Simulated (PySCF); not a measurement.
## CH$_{6}$AsNOSi: geometry relaxation

The run: geometry relaxation of CH$_{6}$AsNOSi. Method and program: PBE0-D3(BJ)/def2-SVP geometry optimisation, gas phase (PySCF 2.14.0).

It belongs to a series of runs on one base structure; here: H on Si replaced by CONH2.

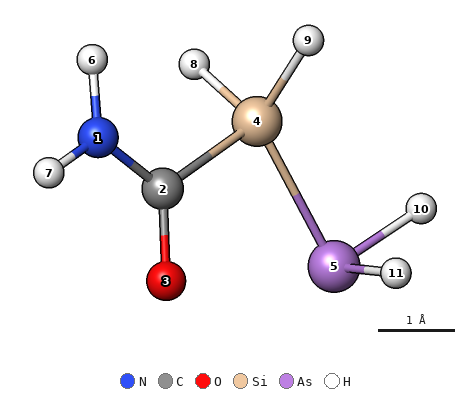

The structure as given in the input (ball-and-stick view, seen at a tilt; atoms are numbered from 1 in the order of the input).

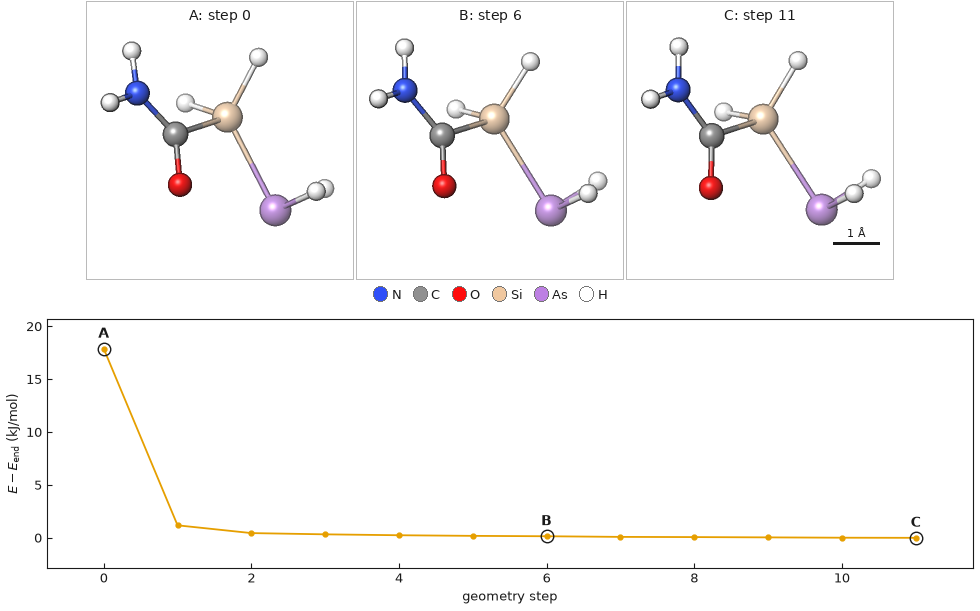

Frames of the relaxation (ball-and-stick view, seen at a tilt) above the curves, on which the letters mark them (steps are counted from 0).

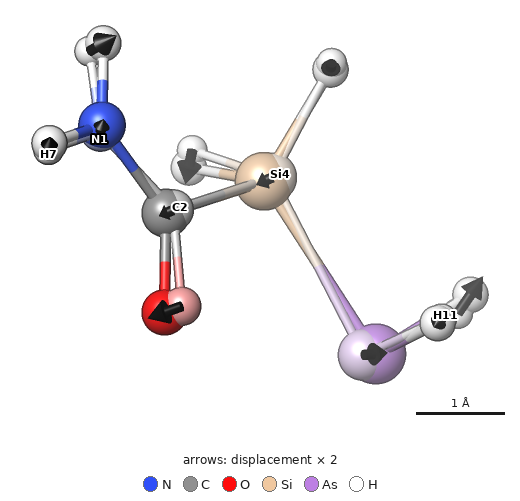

Start (faint) and end (solid) with the displacements as black arrows, magnified 2 times (ball-and-stick view, seen at a tilt). The two geometries are laid on each other by the best rigid fit. The largest move after the best rigid fit is that of H10, 0.26 Å. Largest moves by element: H 0.26 Å, O 0.22 Å, As 0.17 Å, Si 0.10 Å, C 0.09 Å, N 0.09 Å. Among the contacts that change: Si4–As5 2.286 → 2.357 Å, N1–C2 1.320 → 1.355 Å, N1–H6 1.033 → 1.010 Å, As5–H11 1.506 → 1.525 Å. Among the angles that change: As5–Si4–H9 124.6° → 116.5°, As5–Si4–H8 117.5° → 110.9°, C2–Si4–As5 95.8° → 101.5°. The energy falls by 17.9 kJ/mol in 11 geometry steps. Largest force component: 1.9 eV/Å at the start, 0.014 eV/Å at the end. (Atoms are counted from 1 in the order of the input.)

These pictures come from the run below.

**Input file**
```
{"job": {"xc": "PBE0", "basis": "def2-SVP", "d3": "d3bj", "grid": 1, "shake": 0.01, "kind": "geom"}, "charge": 0, "multiplicity": 1}
N     -2.093530    -0.521850     0.013490
C     -0.818570    -0.565840    -0.325760
O     -0.378740    -1.504470    -0.967480
Si     0.440600     0.835590     0.187130
As     2.275940    -0.143320    -0.761170
H     -2.485010     0.289390     0.518590
H     -2.736980    -1.233450    -0.273200
H     -0.059140     2.092940    -0.423500
H      0.251340     1.041050     1.663560
H      3.240820     0.787250    -0.040250
H      2.401370    -1.103120     0.392920
```

The first line tells a small driver script what to run in PySCF; the rest is the geometry in Å.

Run as:
```bash
OMP_NUM_THREADS=1 python <driver script> task.json out
```

**Output**
```
step   0  E = -2695.99715801  max force = 0.037464
step   1  E = -2696.00351706  max force = 0.008365
step   2  E = -2696.00379688  max force = 0.002457
step   3  E = -2696.00384179  max force = 0.002194
step   4  E = -2696.00387421  max force = 0.001691
step   5  E = -2696.00389663  max force = 0.001053
step   6  E = -2696.00391060  max force = 0.000480
step   7  E = -2696.00393363  max force = 0.000884
step   8  E = -2696.00394071  max force = 0.001336
step   9  E = -2696.00395130  max force = 0.001094
step  10  E = -2696.00396306  max force = 0.000502
step  11  E = -2696.00396751  max force = 0.000264
optimisation converged
```

**Trajectory as extended XYZ (Å, eV, eV/Å), 12 frames, from step=0 to step=11**
```
11
Properties=species:S:1:pos:R:3:forces:R:3 step=0 energy=-73361.81938
N    -2.0935   -0.5219    0.0135   -1.7666   1.9265   1.4549
C    -0.8186   -0.5658   -0.3258    1.1864  -0.2503  -0.4283
O    -0.3787   -1.5045   -0.9675    0.5269  -0.3268  -0.2876
Si    0.4406    0.8356    0.1871   -1.4131  -0.1284   0.4728
As    2.2759   -0.1433   -0.7612    0.7728  -0.0309  -0.3992
H    -2.4850    0.2894    0.5186    0.3517  -0.7640  -0.4441
H    -2.7370   -1.2334   -0.2732   -0.2392  -0.5683  -0.2773
H    -0.0591    2.0929   -0.4235    0.1815   0.2639  -0.2248
H     0.2513    1.0411    1.6636    0.3331  -0.0290  -0.0045
H     3.2408    0.7873   -0.0403    0.1868   0.2382  -0.0375
H     2.4014   -1.1031    0.3929   -0.1203  -0.3309   0.1756
11
Properties=species:S:1:pos:R:3:forces:R:3 step=1 energy=-73361.99241
N    -2.1817   -0.4830    0.0480    0.4301  -0.2615  -0.3362
C    -0.8888   -0.5853   -0.3641   -0.1657  -0.0402   0.1469
O    -0.4847   -1.4995   -1.0610   -0.0923   0.0872  -0.0076
Si    0.3922    0.7797    0.1586    0.0416  -0.0222  -0.1068
As    2.3628   -0.1053   -0.7742    0.0965  -0.0491   0.1363
H    -2.4730    0.2333    0.6870   -0.1722   0.2348   0.1715
H    -2.8412   -1.1969   -0.2461   -0.0028   0.0223   0.0712
H     0.0367    2.0897   -0.4704   -0.0292   0.0163   0.0090
H     0.4203    0.9763    1.6397   -0.0631   0.0059   0.0605
H     3.2495    0.8814   -0.0036   -0.0441  -0.0050  -0.0318
H     2.4425   -1.1190    0.3698    0.0011   0.0114  -0.1130
11
Properties=species:S:1:pos:R:3:forces:R:3 step=2 energy=-73362.00003
N    -2.1768   -0.4751    0.0498    0.0336   0.0269   0.0495
C    -0.8880   -0.5820   -0.3592   -0.1263   0.0525   0.0231
O    -0.5017   -1.4983   -1.0617    0.0673  -0.0291  -0.0330
Si    0.3981    0.7782    0.1551    0.0270  -0.0483  -0.0160
As    2.3772   -0.1051   -0.7718    0.0094   0.0294   0.0244
H    -2.4960    0.2557    0.6713    0.0436  -0.0156  -0.0405
H    -2.8279   -1.2026   -0.2266   -0.0226  -0.0023   0.0082
H     0.0371    2.0894   -0.4710   -0.0008  -0.0034   0.0047
H     0.4050    0.9707    1.6406   -0.0253   0.0103  -0.0006
H     3.2488    0.8804    0.0121    0.0004  -0.0019  -0.0025
H     2.4588   -1.1400    0.3450   -0.0062  -0.0186  -0.0174
11
Properties=species:S:1:pos:R:3:forces:R:3 step=3 energy=-73362.00125
N    -2.1728   -0.4681    0.0529   -0.0254  -0.0113   0.0478
C    -0.8909   -0.5861   -0.3679    0.0964   0.1128  -0.0067
O    -0.4969   -1.4998   -1.0703   -0.0899  -0.0490   0.0074
Si    0.3952    0.7708    0.1485    0.0268  -0.0264   0.0154
As    2.3854   -0.1001   -0.7684   -0.0192   0.0481  -0.0145
H    -2.4704    0.2795    0.6664    0.0203  -0.0736  -0.0598
H    -2.8374   -1.1919   -0.2006   -0.0246   0.0077  -0.0038
H     0.0332    2.0834   -0.4740    0.0113   0.0021  -0.0003
H     0.3824    0.9593    1.6355   -0.0014   0.0153  -0.0094
H     3.2451    0.8795    0.0339    0.0127  -0.0069   0.0100
H     2.4617   -1.1552    0.3275   -0.0069  -0.0188   0.0139
11
Properties=species:S:1:pos:R:3:forces:R:3 step=4 energy=-73362.00213
N    -2.1737   -0.4681    0.0541   -0.0196   0.0784   0.0869
C    -0.8935   -0.5811   -0.3716    0.0212  -0.0802  -0.0663
O    -0.5124   -1.5013   -1.0731    0.0361   0.0082  -0.0104
Si    0.3984    0.7707    0.1455   -0.0037  -0.0139   0.0132
As    2.3914   -0.0959   -0.7666   -0.0122   0.0223  -0.0135
H    -2.4640    0.2816    0.6655   -0.0468  -0.0151  -0.0016
H    -2.8424   -1.1904   -0.1942    0.0182   0.0133  -0.0122
H     0.0429    2.0860   -0.4751    0.0070  -0.0013  -0.0062
H     0.3788    0.9600    1.6322    0.0030   0.0066  -0.0059
H     3.2507    0.8736    0.0486    0.0015  -0.0115   0.0092
H     2.4584   -1.1638    0.3183   -0.0046  -0.0069   0.0068
11
Properties=species:S:1:pos:R:3:forces:R:3 step=5 energy=-73362.00274
N    -2.1729   -0.4639    0.0588   -0.0274  -0.0509  -0.0094
C    -0.8940   -0.5779   -0.3735    0.0207  -0.0264  -0.0013
O    -0.5159   -1.4986   -1.0764    0.0008   0.0351   0.0001
Si    0.4011    0.7713    0.1439   -0.0137   0.0007   0.0061
As    2.3925   -0.0963   -0.7668    0.0077  -0.0035   0.0020
H    -2.4760    0.2785    0.6711    0.0138   0.0542   0.0240
H    -2.8386   -1.1860   -0.1972    0.0048  -0.0007  -0.0120
H     0.0516    2.0879   -0.4772   -0.0004  -0.0027  -0.0075
H     0.3815    0.9628    1.6298    0.0011   0.0027   0.0031
H     3.2547    0.8636    0.0571   -0.0049  -0.0099   0.0044
H     2.4505   -1.1701    0.3142   -0.0026   0.0015  -0.0095
11
Properties=species:S:1:pos:R:3:forces:R:3 step=6 energy=-73362.00312
N    -2.1716   -0.4618    0.0612   -0.0109  -0.0247   0.0061
C    -0.8938   -0.5766   -0.3750    0.0105  -0.0043  -0.0022
O    -0.5169   -1.4941   -1.0823   -0.0097   0.0185  -0.0014
Si    0.4016    0.7713    0.1429   -0.0068   0.0059   0.0115
As    2.3927   -0.0982   -0.7659    0.0070  -0.0031  -0.0018
H    -2.4694    0.2835    0.6740    0.0106   0.0151   0.0010
H    -2.8405   -1.1803   -0.1963   -0.0001   0.0016  -0.0084
H     0.0541    2.0880   -0.4795   -0.0009  -0.0052  -0.0061
H     0.3800    0.9636    1.6288    0.0030   0.0039   0.0020
H     3.2546    0.8539    0.0667    0.0007  -0.0054   0.0051
H     2.4437   -1.1779    0.3090   -0.0034  -0.0024  -0.0058
11
Properties=species:S:1:pos:R:3:forces:R:3 step=7 energy=-73362.00375
N    -2.1666   -0.4515    0.0731    0.0344   0.0212   0.0188
C    -0.8950   -0.5650   -0.3832   -0.0288   0.0325   0.0072
O    -0.5293   -1.4705   -1.1106   -0.0132  -0.0128  -0.0134
Si    0.4066    0.7734    0.1390    0.0053   0.0141   0.0218
As    2.3960   -0.1085   -0.7609    0.0074  -0.0048  -0.0068
H    -2.4497    0.2980    0.6897   -0.0052  -0.0455  -0.0279
H    -2.8470   -1.1555   -0.1941   -0.0087   0.0051   0.0006
H     0.0709    2.0903   -0.4897   -0.0027  -0.0083  -0.0038
H     0.3776    0.9711    1.6243    0.0073   0.0040  -0.0008
H     3.2605    0.8053    0.1100    0.0089   0.0021   0.0027
H     2.4106   -1.2159    0.2860   -0.0047  -0.0077   0.0015
11
Properties=species:S:1:pos:R:3:forces:R:3 step=8 energy=-73362.00394
N    -2.1607   -0.4384    0.0887    0.0625   0.0408   0.0126
C    -0.8979   -0.5453   -0.3944   -0.0583   0.0536   0.0237
O    -0.5487   -1.4332   -1.1504   -0.0038  -0.0300  -0.0233
Si    0.4151    0.7782    0.1354    0.0127   0.0126   0.0195
As    2.3996   -0.1263   -0.7535    0.0043  -0.0064  -0.0071
H    -2.4307    0.3086    0.7146   -0.0164  -0.0687  -0.0346
H    -2.8530   -1.1244   -0.1941   -0.0129   0.0061   0.0081
H     0.0953    2.0946   -0.5025   -0.0023  -0.0083  -0.0010
H     0.3801    0.9840    1.6197    0.0069   0.0021  -0.0022
H     3.2706    0.7375    0.1604    0.0112   0.0068  -0.0008
H     2.3648   -1.2640    0.2596   -0.0038  -0.0087   0.0051
11
Properties=species:S:1:pos:R:3:forces:R:3 step=9 energy=-73362.00423
N    -2.1567   -0.4289    0.1004    0.0514   0.0280  -0.0042
C    -0.9012   -0.5254   -0.4032   -0.0562   0.0472   0.0340
O    -0.5649   -1.3966   -1.1840    0.0069  -0.0263  -0.0247
Si    0.4231    0.7841    0.1343    0.0127   0.0017   0.0066
As    2.4005   -0.1451   -0.7477   -0.0027  -0.0056  -0.0036
H    -2.4214    0.3081    0.7396   -0.0129  -0.0479  -0.0200
H    -2.8555   -1.1023   -0.1967   -0.0090   0.0040   0.0106
H     0.1165    2.0992   -0.5120    0.0010  -0.0035   0.0014
H     0.3870    0.9969    1.6174    0.0021   0.0004  -0.0013
H     3.2803    0.6816    0.1918    0.0077   0.0067  -0.0025
H     2.3268   -1.3002    0.2439   -0.0009  -0.0047   0.0038
11
Properties=species:S:1:pos:R:3:forces:R:3 step=10 energy=-73362.00455
N    -2.1553   -0.4242    0.1069    0.0110   0.0001  -0.0183
C    -0.9045   -0.5094   -0.4083   -0.0234   0.0187   0.0258
O    -0.5751   -1.3678   -1.2067    0.0090  -0.0069  -0.0151
Si    0.4288    0.7891    0.1348    0.0067  -0.0090  -0.0059
As    2.3980   -0.1609   -0.7456   -0.0079  -0.0016   0.0007
H    -2.4209    0.2983    0.7607    0.0009  -0.0050   0.0053
H    -2.8551   -1.0925   -0.1992   -0.0007  -0.0010   0.0070
H     0.1313    2.1035   -0.5165    0.0049   0.0022   0.0026
H     0.3953    1.0061    1.6172   -0.0035  -0.0007   0.0005
H     3.2881    0.6489    0.1996    0.0002   0.0025  -0.0034
H     2.3040   -1.3196    0.2407    0.0029   0.0007   0.0006
11
Properties=species:S:1:pos:R:3:forces:R:3 step=11 energy=-73362.00467
N    -2.1559   -0.4241    0.1085   -0.0102  -0.0054  -0.0136
C    -0.9066   -0.5045   -0.4095    0.0021  -0.0025   0.0076
O    -0.5781   -1.3584   -1.2136    0.0037   0.0059  -0.0043
Si    0.4299    0.7903    0.1350    0.0011  -0.0083  -0.0068
As    2.3952   -0.1663   -0.7470   -0.0071  -0.0008   0.0009
H    -2.4215    0.2907    0.7702    0.0056   0.0095   0.0134
H    -2.8547   -1.0935   -0.1978    0.0029  -0.0032   0.0028
H     0.1361    2.1054   -0.5163    0.0052   0.0029   0.0022
H     0.3982    1.0074    1.6174   -0.0047  -0.0010   0.0014
H     3.2899    0.6456    0.1923   -0.0022   0.0009  -0.0025
H     2.3020   -1.3211    0.2441    0.0037   0.0021  -0.0012
```

**Summary**

| quantity | value |
| --- | --- |
| outcome | converged |
| total energy | −2696.003968 hartree |
| dipole moment | 3.69 D |
| point group | C1 |
| hardware | 1 CPU thread, shared host |
| wall time | 1.8 min |
| peak memory | 0.51 GiB |
